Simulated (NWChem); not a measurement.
**One shape, several levels: quartet SnH3O2**

Aim: a comparison of 5 runs (UHF/STO-3G, UHF/3-21G, UM06-2X/def2-SVPD, UB3LYP/def2-SVPD, UPBE0/def2-SVPD) of quartet SnH3O2. 

Program for the calculation: NWChem 7.3.0.

34 further runs of the same task are left out: 2 that didn't finish, 32 set aside as unsound or not needed.

## Step 1: The system as given

The species is SnH3O2 (6 atoms), meant as a quartet with charge 0. As SMILES of the parent species, `[OH][SnH][OH]`. The shape is that of a PBE0-D4/def2-TZVP optimisation. This is one conformer, not always the lowest. That shape belongs to the parent species and isn't relaxed for this state.

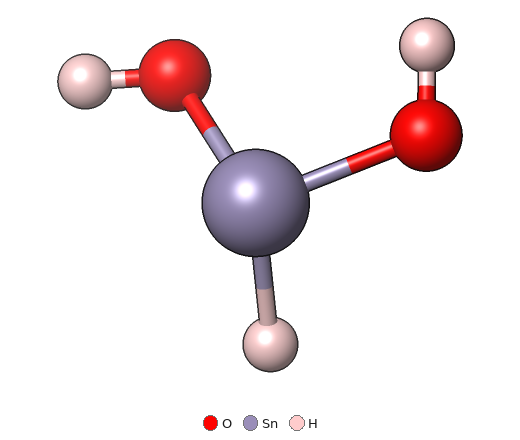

Viewed from a chosen angle; oxygen red, tin purple, hydrogen pink.

## Step 2: A single-point energy at UHF/STO-3G (run 1)

The input, geom.nw:

```
start geom
title "H3O2Sn"
memory total 2200 mb
charge 0
geometry units bohr noautosym nocenter noautoz
  O   -2.35894512  -1.29389548  -0.44106208
  Sn   0.78801579   0.57164215  -1.20866883
  O    2.67188377  -0.07237651   1.92128455
  H   -3.49977278  -1.48041145  -1.83983735
  H    0.24301878   3.82877410  -1.17975602
  H    2.23497909  -1.67429735   2.66092336
end
basis spherical bse
  * library STO-3G
end
scf
  nopen 3
  uhf
  thresh 1e-08
  maxiter 80
end
task scf
```

Started as:

```
nwchem geom.nw > geom.out
```

Output:

```text
[...]
  functions       =    40
[...]
  wavefunction    = UHF
[...]
         Total SCF energy =  -6112.457551819975
      One electron energy =  -9011.901902482492
      Two electron energy =   2622.564481277926
 Nuclear repulsion energy =    276.879869384591
                       Sz =      1.5000
                 Sz(Sz+1) =      3.7500
                      S^2 =      3.7604
[...]
```

It took 7.8 s on 1 thread of AMD EPYC 9R45 (Zen 5), shared host; peak memory 0.099 GiB.

## Step 3: A single-point energy at UHF/3-21G (run 2)

The input, mymol.nw:

```
start mymol
memory total 2200 mb

geometry units angstroms noautosym nocenter noautoz
  O       -1.248300      -0.684700      -0.233400
  Sn       0.417000       0.302500      -0.639600
  O        1.413900      -0.038300       1.016700
  H       -1.852000      -0.783400      -0.973600
  H        0.128600       2.026100      -0.624300
  H        1.182700      -0.886000       1.408100
end

basis spherical bse
  O library 3-21G
  Sn library 3-21G
  H library 3-21G
end

scf
  nopen 3
  uhf
  thresh 1e-08
  maxiter 80
  print low
end

task scf energy
```

Started as:

```
nwchem mymol.nw > mymol.out
```

Output:

```text
[...]
  functions       =    55
[...]
  wavefunction    = UHF
[...]
         Total SCF energy =  -6146.712138129309
      One electron energy =  -9032.961592479705
      Two electron energy =   2609.369565095840
 Nuclear repulsion energy =    276.879889254557
                       Sz =      1.5000
                 Sz(Sz+1) =      3.7500
                      S^2 =      3.7588
[...]
```

Run time: 18 s. Hardware: 1 thread of AMD EPYC 9R45 (Zen 5), shared host; peak memory 0.099 GiB.

Runs 3 to 4 aren't shown in full; the table further down has their settings and results.

## Step 4: A single-point energy at UPBE0/def2-SVPD (core potential) (run 5)

The input, m1.nw:

```
start m1
title "H3O2Sn"
memory stack 880 mb heap 220 mb global 1100 mb
charge 0
geometry units angstroms noautosym nocenter noautoz
  O    -1.248300   -0.684700   -0.233400
  Sn    0.417000    0.302500   -0.639600
  O     1.413900   -0.038300    1.016700
  H    -1.852000   -0.783400   -0.973600
  H     0.128600    2.026100   -0.624300
  H     1.182700   -0.886000    1.408100
end
basis spherical bse
  * library def2-SVPD
end
ecp bse
  Sn library def2-SVPD
end
dft
  xc pbe0
  mult 4
  grid fine
  convergence energy 1e-08
  iterations 100
  mulliken
  noprint "final vectors analysis"
end
task dft
```

Started as:

```
nwchem m1.nw > m1.out
```

Output:

```text
[...]
          Wavefunction type:  spin polarized.
          No. of atoms     :     6
          No. of electrons :    41
[...]
          Charge           :     0
          Spin multiplicity:     4
[...]
          AO basis - number of functions:   102
[...]
              XC Information
              --------------
                         PBE0 Method XC Functional
                     Hartree-Fock (Exact) Exchange  0.250
          PerdewBurkeErnzerhof Exchange Functional  0.750
            Perdew 1991 LDA Correlation Functional  1.000 local
           PerdewBurkeErnz. Correlation Functional  1.000 non-local
[...]
 d= 0,ls=0.0,diis     1   -365.9152189728 -5.02D+02  1.81D-02  1.92D-01     2.5
[...]
 d= 0,ls=0.0,diis    22   -366.0496796267 -2.45D-09  1.53D-06  1.37D-10    45.4
[...]
         Total DFT energy =     -366.049679626692
      One electron energy =     -855.331746269132
           Coulomb energy =      389.092294902479
    Exchange-Corr. energy =      -36.107782450737
 Nuclear repulsion energy =      136.297554190698
[...]
      Total Density - Mulliken Population Analysis
     ---------------------------------------------
    Atom       Charge   Shell Charges
 -----------   ------   -------------------------------------------------------
    1 O    8     8.45   1.99  1.15  0.65  0.19  2.73  1.52  0.21  0.01 -0.01
    2 Sn  22    21.39   0.43  1.60  1.11  0.15  0.04  2.75  3.25  1.20  0.67  9.73  0.41  0.04
    3 O    8     8.73   1.99  1.09  0.70  0.17  2.80  1.76  0.21  0.01 -0.00
    4 H    1     0.67   0.67 -0.09  0.07  0.02
    5 H    1     0.97   0.63  0.29  0.01  0.04
    6 H    1     0.79   0.70  0.02  0.07  0.01
[...]
      <S2> =      3.7623 (Exact =     3.7500)
[...]
```

Run time: 46 s. Hardware: 1 thread of AMD EPYC 9R45 (Zen 5), shared host; peak memory 0.12 GiB.

## Step 5: All runs side by side

```
run                               level  iteration cap  module   energy (Eh)  dipole moment (D)   ⟨S²⟩  wall time
  1                          UHF/STO-3G             80     scf  -6112.457552               5.11  3.760      7.8 s
  2                           UHF/3-21G             80     scf  -6146.712138                  –  3.759       18 s
  3  UM06-2X/def2-SVPD (core potential)            100     dft   -366.068223                  –  3.763       68 s
  4   UB3LYP/def2-SVPD (core potential)            100     dft   -366.280631               1.42  3.763    2.5 min
  5    UPBE0/def2-SVPD (core potential)            100     dft   -366.049680               1.77  3.762       46 s
```

## Step 6: What came out

| quantity | value |
| --- | --- |
| run 5: total energy | -366.04968 Eh |
| run 5: dipole moment | 1.77 D |
| run 5: ⟨S²⟩ | 3.762 |

Over runs 1, 4, 5 the dipole moment (its size) runs from 1.42 D (UB3LYP/def2-SVPD) to 5.11 D (UHF/STO-3G). The two ends differ in method and basis and core potential. Totals of different functionals can't be ranked against each other. Some runs of one species differ in core potentials or relativity; totals across that change don't compare. In run 1 the basis is minimal, so the values are rough. In runs 1, 2 relativity is left out where basis or elements ask for it. All runs together took 4.9 min, the longest 2.5 min.
